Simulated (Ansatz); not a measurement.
**CH3NO4Zr: how energies converge with the basis set**

Aim: see how fast density functionals converge with the basis set for CH3NO4Zr.

Program: Ansatz 0.2.0, Gaussian basis. Level of theory: one geometry, several basis sets. These are calculated values, not measurements.

Levels to be run: PBE0-D4/def2-SVP; ωB97M-V/def2-SVP; PBE0-D4/def2-QZVPP; ωB97M-V/def2-QZVPP; the functionals' def2-TZVPP values are taken from earlier runs.

## 1. The relaxed structure

The geometry comes from an earlier relaxation with PBE0-D4 in a triple-zeta def2 set; it is a stationary point, not always the lowest conformer. Zr takes the def2 core potential; no spin-orbit term is included.

SMILES `O=C=[N][Zr]([OH])([OH])[OH]`, 10 atoms, charge 0, spin multiplicity 1.

Atoms are counted from 1 here; the program's logs count them from 0.

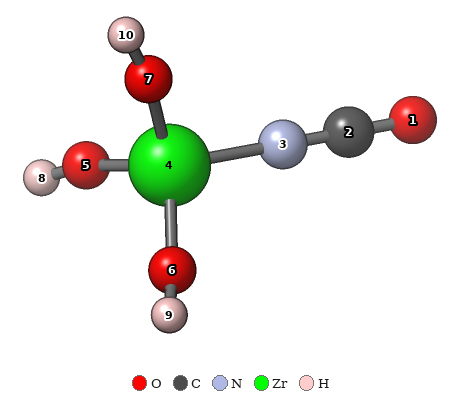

The geometry (oxygen red, carbon dark grey, nitrogen light blue, zirconium green, hydrogen pink); atoms are numbered from 1 in the order of the file.

## 2. PBE0-D4 in def2-SVP

The input, in.yaml:

```yaml
crystal:
  periodic: [false, false, false]
  atoms:
    - {symbol: O, position_ang: [2.342323, -2.621085, 1.809784]}
    - {symbol: C, position_ang: [1.648524, -1.846954, 1.275524]}
    - {symbol: N, position_ang: [0.937213, -1.053474, 0.727937]}
    - {symbol: Zr, position_ang: [-0.284490, 0.317871, -0.219363]}
    - {symbol: O, position_ang: [-1.482465, -0.624680, -1.379918]}
    - {symbol: O, position_ang: [-1.271696, 1.282582, 1.109217]}
    - {symbol: O, position_ang: [0.810547, 1.519428, -1.232997]}
    - {symbol: H, position_ang: [-2.237498, -0.974336, -1.842857]}
    - {symbol: H, position_ang: [-1.677802, 1.944616, 1.660061]}
    - {symbol: H, position_ang: [1.215343, 2.056031, -1.907397]}
basis:
  gaussian: {orbitals: def2-SVP}
hamiltonian: {xc: pbe0, dispersion: d4}
output: {orbitals: {seedname: orbitals}}
```

The run is started by

```bash
$ ansatz run in.yaml --threads 4 --pin off --events-out ev --progress --plain --max-ram 11315MiB
```

What it wrote:

```text
Functional definition: PBE0
  name "PBE0"
  cite "Adamo & Barone, J. Chem. Phys. 110, 6158 (1999) doi:10.1063/1.478522"
  cite "Perdew, Burke & Ernzerhof, Phys. Rev. Lett. 77, 3865 (1996) doi:10.1103/PhysRevLett.77.3865"
  parent pbe
  parameter a = 0.25
  parameter kappa = 0.804
  parameter beta = 0.06672455060314922
  exchange = (1 - a)*pbe_x(kappa = kappa, mu = beta*pi^2/3) + a*exact_x
  correlation = pbe_c(beta = beta)
1429 factors; their error is unknown
mean field evaluation 1: about -12013.6511 eV, gradient 1.0e2 eV
mean field evaluation 2: about -11963.4640 eV, gradient 1.9e2 eV
mean field evaluation 4: about -12030.9917 eV, gradient 1.2e1 eV
mean field evaluation 8: about -12031.2689 eV, gradient 1.8e-1 eV
mean field evaluation 16: about -12031.3250 eV, gradient 3.1e-4 eV
mean field -12031.32502194 eV, -442.1430394312 hartree, gradient 9.1e-6 eV, S^2 0.000000; 0 other end points of the search recorded, 0 dependent functions left out
reference -12031.32508760 eV, -442.1430418444 hartree; 30, 30 occupied and 100, 100 virtual orbitals, 1429 factors
Total energy: -12031.52155557 eV, -442.1502619090 hartree
```

It took 0.75 s on 4 threads of AMD EPYC 9R45, shared host; peak memory 0.34 GiB.

## 3. ωB97M-V in def2-SVP

Edit in.yaml of step 2 so:

```diff
@@ -15,3 +15,3 @@
   gaussian: {orbitals: def2-SVP}
-hamiltonian: {xc: pbe0, dispersion: d4}
+hamiltonian: {xc: {name: wB97M-V}}
 output: {orbitals: {seedname: orbitals}}
```

Same command.

What it wrote, cut to the lines that bear on the results:

```text
Functional definition: wB97M-V
  name "wB97M-V"
  cite "Mardirossian & Head-Gordon, J. Chem. Phys. 144, 214110 (2016) doi:10.1063/1.4952647"
  cite "Becke, J. Chem. Phys. 107, 8554 (1997) doi:10.1063/1.475007"
  cite "Vydrov & Van Voorhis, J. Chem. Phys. 133, 244103 (2010) doi:10.1063/1.3521275"
  # Of w^i u^j: cxij and so on, Table III.
[...]
  gx(w, u) = 1 - cx + cx01*u + cx10*w
  gss(w, u) = css00 + css04*u^4 + css10*w + css20*w^2 + css43*w^4*u^3
  gos(w, u) = cos00 + cos10*w + (cos20 + cos21*u)*w^2 + (cos60 + cos61*u)*w^6
[...]
      + integral(e_c_pw_mod_opposite_spin*gos(b97_w_opposite, b97_u_opposite)) + vv10(b, c)
1383 factors; their error is unknown
296 factors; integrals over basis functions are off by at most 7.9e-6 eV
[...]
mean field -12037.86805335 eV, -442.3834914004 hartree, gradient 3.9e-5 eV, S^2 0.000000; 0 other end points of the search recorded, 0 dependent functions left out
reference -12037.86815724 eV, -442.3834952186 hartree; 30, 30 occupied and 100, 100 virtual orbitals, 1383 factors
Total energy: -12037.86815724 eV, -442.3834952186 hartree
```

Wall time 2.7 s (4 threads of AMD EPYC 9R45, shared host); peak memory 0.48 GiB.

## 4. PBE0-D4 in def2-QZVPP

Edit in.yaml of step 3 so:

```diff
@@ -14,4 +14,4 @@
 basis:
-  gaussian: {orbitals: def2-SVP}
-hamiltonian: {xc: {name: wB97M-V}}
+  gaussian: {orbitals: "def2-QZVPP.json"}
+hamiltonian: {xc: pbe0, dispersion: d4}
 output: {orbitals: {seedname: orbitals}}
```

Launched as before.

What it wrote:

```text
Functional definition: PBE0
  name "PBE0"
  cite "Adamo & Barone, J. Chem. Phys. 110, 6158 (1999) doi:10.1063/1.478522"
  cite "Perdew, Burke & Ernzerhof, Phys. Rev. Lett. 77, 3865 (1996) doi:10.1103/PhysRevLett.77.3865"
  parent pbe
  parameter a = 0.25
  parameter kappa = 0.804
  parameter beta = 0.06672455060314922
  exchange = (1 - a)*pbe_x(kappa = kappa, mu = beta*pi^2/3) + a*exact_x
  correlation = pbe_c(beta = beta)
1682 factors; their error is unknown
mean field evaluation 1: about -12023.4527 eV, gradient 1.2e2 eV
mean field evaluation 2: about -11959.1387 eV, gradient 2.2e2 eV
mean field evaluation 4: about -12044.7704 eV, gradient 1.5e1 eV
mean field evaluation 8: about -12045.1793 eV, gradient 4.9e-2 eV
mean field evaluation 16: about -12045.1984 eV, gradient 1.0e-4 eV
mean field -12045.19844524 eV, -442.6528783339 hartree, gradient 1.1e-5 eV, S^2 0.000000; 0 other end points of the search recorded, 0 dependent functions left out
reference -12045.19849136 eV, -442.6528800288 hartree; 30, 30 occupied and 483, 483 virtual orbitals, 1682 factors
Total energy: -12045.39495933 eV, -442.6601000934 hartree
```

Run time: 4.3 s. Hardware: 4 threads of AMD EPYC 9R45, shared host; peak memory 1.9 GiB.

## 5. ωB97M-V in def2-QZVPP

Edit in.yaml of step 4 so:

```diff
@@ -15,3 +15,3 @@
   gaussian: {orbitals: "def2-QZVPP.json"}
-hamiltonian: {xc: pbe0, dispersion: d4}
+hamiltonian: {xc: {name: wB97M-V}}
 output: {orbitals: {seedname: orbitals}}
```

Launched as before.

What it wrote, cut to the lines that bear on the results:

```text
Functional definition: wB97M-V
  name "wB97M-V"
  cite "Mardirossian & Head-Gordon, J. Chem. Phys. 144, 214110 (2016) doi:10.1063/1.4952647"
  cite "Becke, J. Chem. Phys. 107, 8554 (1997) doi:10.1063/1.475007"
  cite "Vydrov & Van Voorhis, J. Chem. Phys. 133, 244103 (2010) doi:10.1063/1.3521275"
  # Of w^i u^j: cxij and so on, Table III.
[...]
  gx(w, u) = 1 - cx + cx01*u + cx10*w
  gss(w, u) = css00 + css04*u^4 + css10*w + css20*w^2 + css43*w^4*u^3
  gos(w, u) = cos00 + cos10*w + (cos20 + cos21*u)*w^2 + (cos60 + cos61*u)*w^6
[...]
      + integral(e_c_pw_mod_opposite_spin*gos(b97_w_opposite, b97_u_opposite)) + vv10(b, c)
1638 factors; their error is unknown
419 factors; integrals over basis functions are off by at most 1.5e-5 eV
[...]
mean field -12052.01082981 eV, -442.9032288493 hartree, gradient 2.7e-5 eV, S^2 0.000000; 0 other end points of the search recorded, 0 dependent functions left out
reference -12052.01090635 eV, -442.9032316621 hartree; 30, 30 occupied and 483, 483 virtual orbitals, 1638 factors
Total energy: -12052.01090635 eV, -442.9032316621 hartree
```

Run time: 9.5 s. Hardware: 4 threads of AMD EPYC 9R45, shared host; peak memory 2.3 GiB.

## 6. Density functionals: the series

The def2-TZVPP values come from earlier runs at the same geometry.

```
functional       basis  functions  energy (eV)  from the largest (eV)  HOMO (eV)  LUMO (eV)
   PBE0-D4    def2-SVP        130  -12031.5216                 13.873      -7.96      -0.12
   PBE0-D4  def2-TZVPP        284  -12044.7136                  0.681      -8.14      -0.36
   PBE0-D4  def2-QZVPP        513  -12045.3950                  0.000      -8.19      -0.44
   ωB97M-V    def2-SVP        130  -12037.8682                 14.143     -10.16       0.87
   ωB97M-V  def2-TZVPP        284  -12051.3712                  0.640     -10.38       0.50
   ωB97M-V  def2-QZVPP        513  -12052.0109                  0.000     -10.43       0.33
```

## 7. What came out

| quantity | value |
| --- | --- |
| PBE0-D4: double and triple zeta above quadruple | 13.87, 0.68 eV |
| ωB97M-V: double and triple zeta above quadruple | 14.14, 0.64 eV |

What this shows: For PBE0-D4 the step from double to triple zeta gains 13.19 eV and the next only 0.68 eV. Total energies overstate the basis error of differences, where much of it tends to cancel. The LUMO of ωB97M-V is positive and keeps falling with the basis (0.87 to 0.33 eV): an unbound level that the basis holds in place.

For PBE0-D4 the largest set took about 6 times as long as the smallest (4.3 s against 0.75 s).
